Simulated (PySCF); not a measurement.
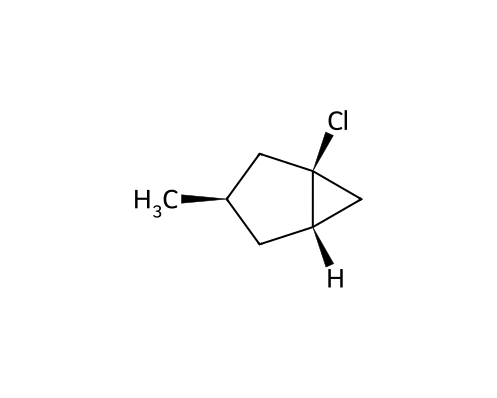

A structural formula.

Transcribe the drawing into SMILES.

C[C@@H]1C[C@H]2C[C@@]2(Cl)C1

What is the molecular formula?

C7H11Cl.

An optimisation with GFN2-xTB gave a structure of which point group?

C1.

The parts below concern this one geometry. Atoms keep their numbers from picture to picture. The computed structure is the end point of a GFN2-xTB optimisation. No frequency run is at hand to confirm it as a minimum.

Geometry

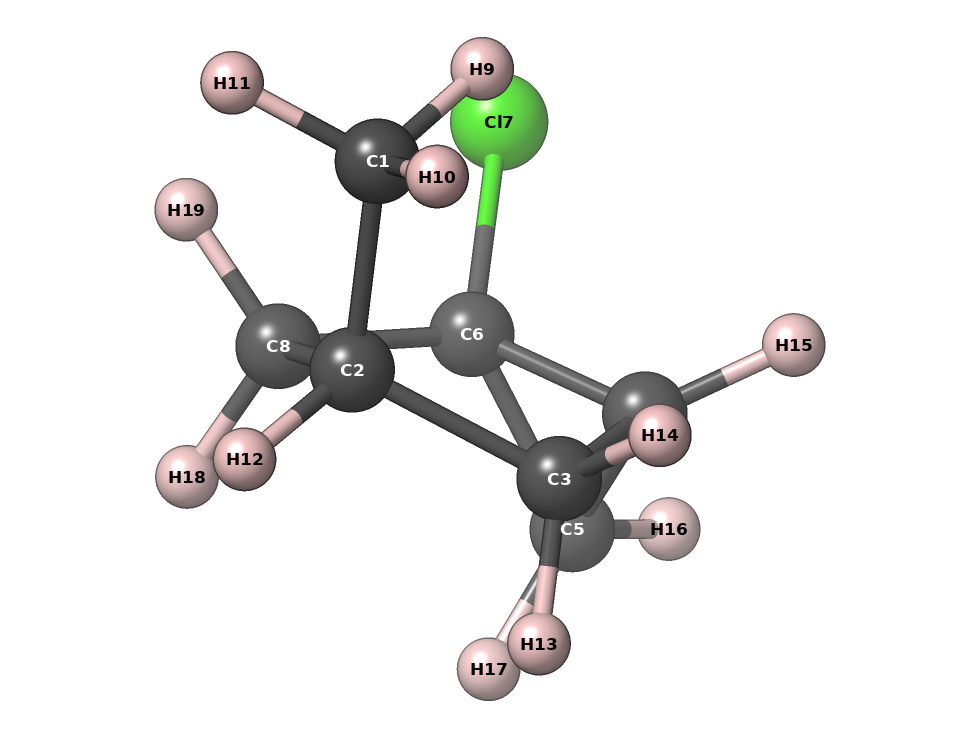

C8 lies behind C2. The molecule seen a little off the C2–C8 bond, C2 in front. Distant atoms are faded towards the background colour. No frequency run is at hand to confirm it as a minimum.

What is the torsion angle C1–C2–C8–C6? The sign is positive where the front bond must turn clockwise to cover the back bond.

90°, about perpendicular.

Ring current

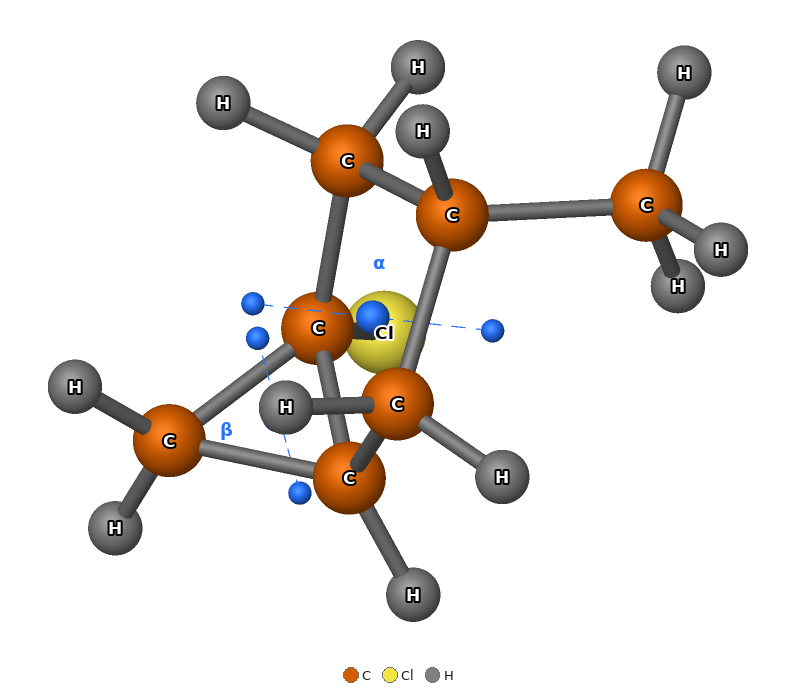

The small points mark where nucleus-independent chemical shifts (NICS) were computed: at the centre of each lettered ring and 1 Å above and below it. No frequency run is at hand to confirm it as a minimum. Properties computed with GIAO PBE0/pcSseg-1 NMR shielding, non-relativistic, gas phase (PySCF 2.14.0).

Give NICS(0), NICS(1) and the out-of-plane component NICS(1)zz for each ring (means of the two sides).

```csv
ring,members,NICS(0),NICS(1),NICS(1)zz
α,C5,−8.0,−4.0,−2.7
β,C3,−44.5,−8.4,−19.3
```

Values in ppm.

What do the values say about the ring currents?

Ring α: weak, as in a non-aromatic ring. NICS is one index among several.

Electronic properties

No frequency run is at hand to confirm it as a minimum. Level of theory: PBE0/def2-SVPD, gas phase (PySCF 2.14.0). Excitations: vertical, linear response.

Computed properties:

- dipole moment: 2.16 D
- HOMO energy (Kohn–Sham orbital): −7.43 eV
- LUMO energy (Kohn–Sham orbital): 0.60 eV
- HOMO–LUMO gap: 8.04 eV
- mean static polarisability: 89.9 bohr³
- lowest vertical singlet excitation: 6.55 eV
- its oscillator strength: 0.001
- brightest of the 6 lowest singlets: 7.74 eV
- its oscillator strength: 0.03

Quadrupole coupling

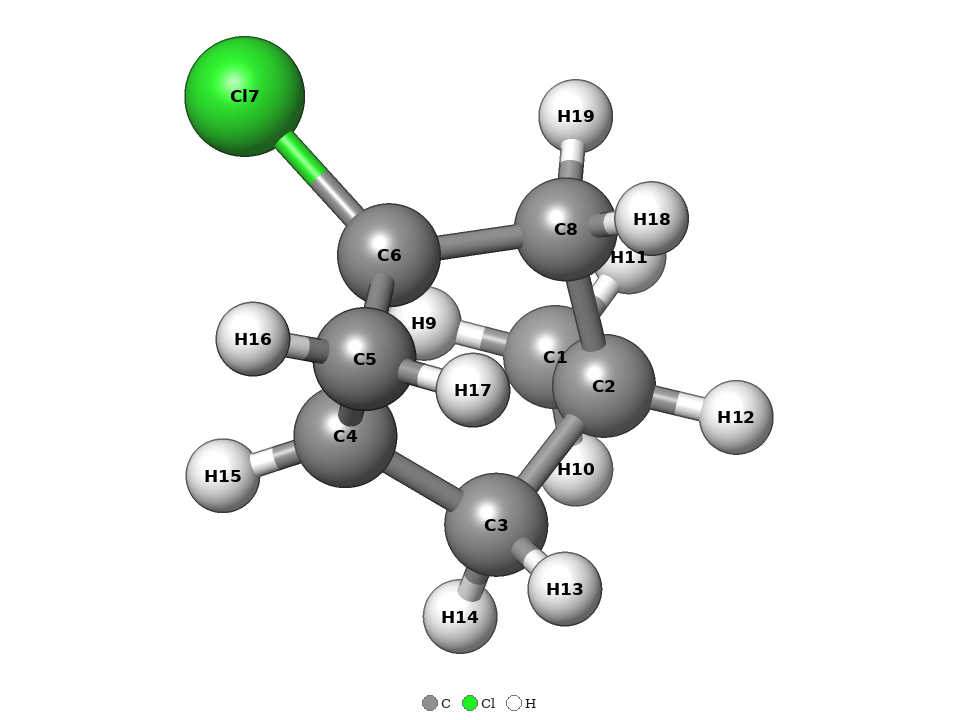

No frequency run is at hand to confirm it as a minimum. Electric field gradients from the ground-state density, PBE0/pcSseg-1 (PySCF 2.14.0), non-relativistic apart from any core potentials.

Give the largest field-gradient component, the quadrupole coupling constant and the asymmetry for 35Cl at Cl7 (Q = −81.7 mb), 2H at H9 (Q = 2.86 mb), 2H at H10 (Q = 2.86 mb), 2H at H11 (Q = 2.86 mb), 2H at H12 (Q = 2.86 mb).

```tsv
atom	V_zz (a.u.)	e²qQ/h (MHz)	η
Cl7	3.898	−74.8	0.01
H9	0.313	0.210	0.02
H10	0.315	0.212	0.02
H11	0.315	0.212	0.02
H12	0.302	0.203	0.00
```
